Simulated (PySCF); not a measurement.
**C2H5NO ((Z)-acetaldoxime): density, localisation and related maps**

```yaml
atoms:
  - { symbol: C, position_ang: [-1.0090, -0.2622, 0.3481] }
  - { symbol: C, position_ang: [-0.0506, 0.7574, -0.1648] }
  - { symbol: N, position_ang: [1.1739, 0.5912, -0.4770] }
  - { symbol: O, position_ang: [1.6130, -0.6965, -0.3035] }
  - { symbol: H, position_ang: [-0.5152, -1.2284, 0.5042] }
  - { symbol: H, position_ang: [-1.8409, -0.3976, -0.3624] }
  - { symbol: H, position_ang: [-1.4538, 0.0752, 1.2977] }
  - { symbol: H, position_ang: [-0.3979, 1.7879, -0.3080] }
  - { symbol: H, position_ang: [2.5364, -0.6453, -0.5699] }
```

Geometry: PBE0-D3(BJ)/def2-SVP.

All numbers below come from CAM-B3LYP/def2-SVPD, SCF density, gas phase in PySCF.

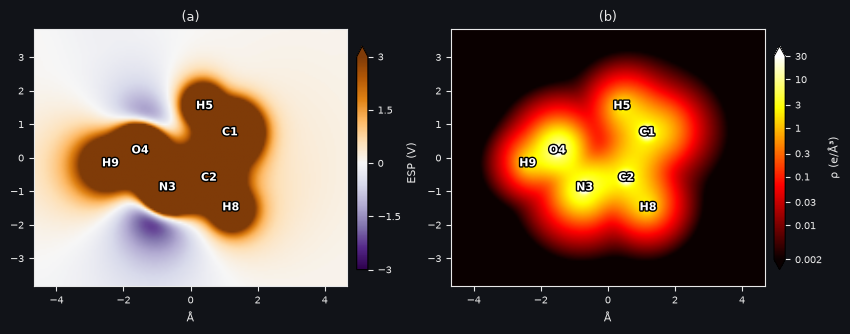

Figure 1. (a) molecular electrostatic potential; (b) total electron density on the plane of atoms N3, C2 and H8.

Read the bonding off the picture.

The section cuts through C, N, O and H sites. C–N (1.27 Å): the density is about 2.8 e/Å³ at the midpoint. N–O (1.37 Å): the density is about 2.4 e/Å³ at the midpoint. C–C (1.49 Å): the density is about 1.8 e/Å³ at the midpoint. O–H (0.96 Å): the density is about 3.8 e/Å³ at the midpoint. C–H (1.10 Å): ρ is about 2 e/Å³ halfway. Outside the dense part of the molecule the potential is most negative (−2.2 V) near N3.

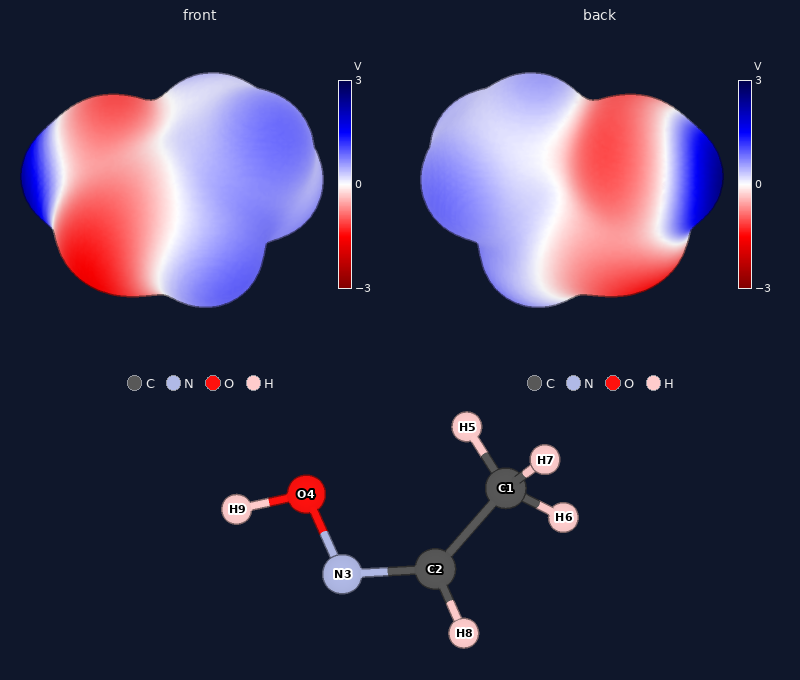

Figure 2. The electrostatic potential painted on the density surface at 0.002 e/bohr³, seen from the front and from behind; the colour scale runs from red (negative) to blue (positive). The bare structure is drawn below in the same view.

Describe the electrostatic potential map.

The most negative region (about −1.5 V) lies over N3, the most positive (about +2.4 V) over H9. N3 is the likeliest acceptor of a hydrogen bond.

What dipole moment does the calculation give?

Its dipole moment is 0.81 D.

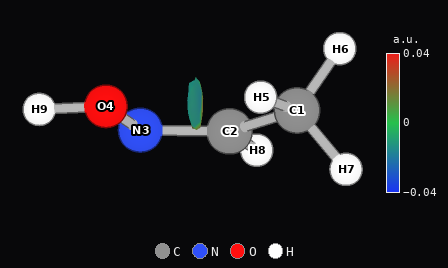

Figure 3. Non-covalent interaction (NCI) plot: the surface where the reduced density gradient is 0.5, for densities under 0.05 a.u., coloured by sign(λ₂)ρ; seen from one side.

Identify the weak interactions.

Between H5 and C1 on one side and O4 and N3 on the other: a weak contact, attractive (blue-green) on one side and crowded (olive to red) on the other.
